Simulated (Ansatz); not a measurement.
System: Hf4Ta.

The calculation's input:

```
crystal:
  lattice:
    - [4.8818039676, 0.0, 0.0]
    - [-2.4409019838, 4.2277662522, 0.0]
    - [0.0, 0.0, 5.8099215642]
  atoms:
    - { symbol: Hf, position: [0.3333333333, 0.6666666667, 0.7394414038] }
    - { symbol: Hf, position: [0.6666666667, 0.3333333333, 0.7394414038] }
    - { symbol: Hf, position: [0.6666666667, 0.3333333333, 0.2605585962] }
    - { symbol: Hf, position: [0.3333333333, 0.6666666667, 0.2605585962] }
    - { symbol: Ta, position: [0.0, 0.0, 0.5] }
basis:
  ecutwfc: 420
kpoints:
  mp_grid: { grid: [12, 12, 8] }
hamiltonian:
  xc: pbe
scf:
  occupations: { method: gaussian, width: 0.1 }
output:
  forces: true
  stress: true
  eigenvalues: true
  write_density: true
  write_potential: true
  elf: true
  volumetric_format: npy
relax:
  adjacent_minimum: "off"
  f_tol: 0.01
  max_steps: 80
  cell: { stress_tol: 0.05 }
```

Run with:

```sh
ansatz run input.yaml --threads 1 --pin off --max-ram 2560MiB --backend cpu --events-out ev --progress --plain --runs-dir out
```

Below, planes, directions and counts refer to the conventional cell (a = 4.87 Å, b = 4.87 Å, c = 5.86 Å, α = 90.00°, β = 90.00°, γ = 120.00°).

The fields are those of the run's last geometry, not of the input's.

Space group P6/mmm; a structure generated by program, which may or may not match a known phase; computed without spin polarisation.

The calculation used Ansatz, DFT PBE, scalar-relativistic, plane waves, PAW.

Q: What will maps of the valence pseudo-density and electron localisation function show?

A: Hf–Hf (2.80 Å): ρ is about 0.28 e/Å³ halfway; the ELF is about 0.20 at the midpoint (no shared electron pair shows on this line).
Hf–Ta (3.14 Å): ρ is about 0.24 e/Å³ halfway; the ELF is about 0.40 at the midpoint.
Hf–Hf (3.06 Å): ρ is about 0.22 e/Å³ halfway; the ELF is about 0.35 at the midpoint.

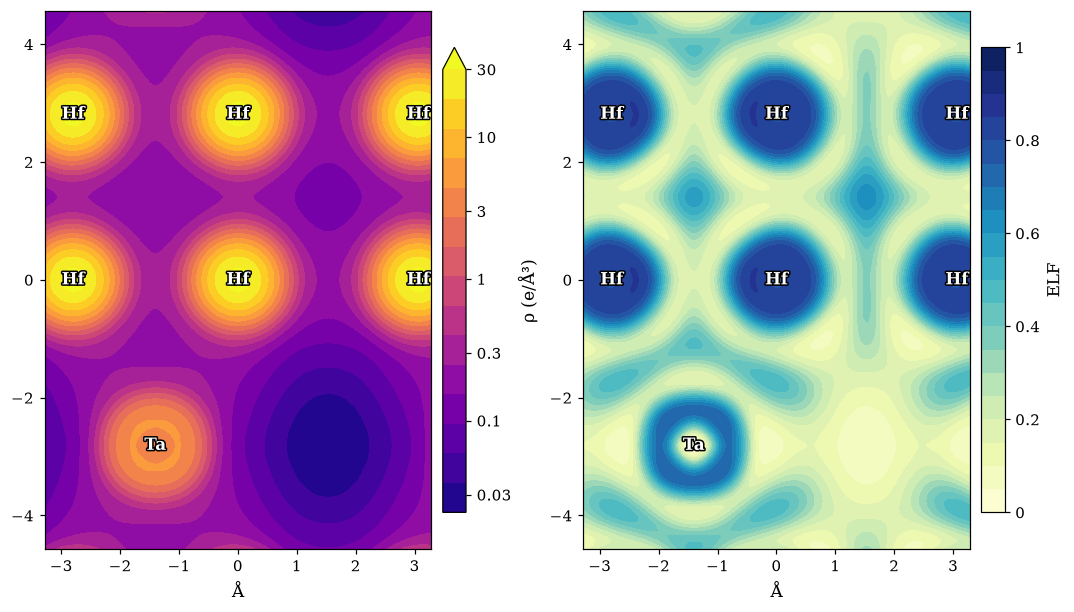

Computed valence pseudo-density and electron localisation function on the (110) plane of the conventional cell, in this order. 

The density is the valence pseudo-density of a PAW calculation; it isn't the true density close to the nuclei.
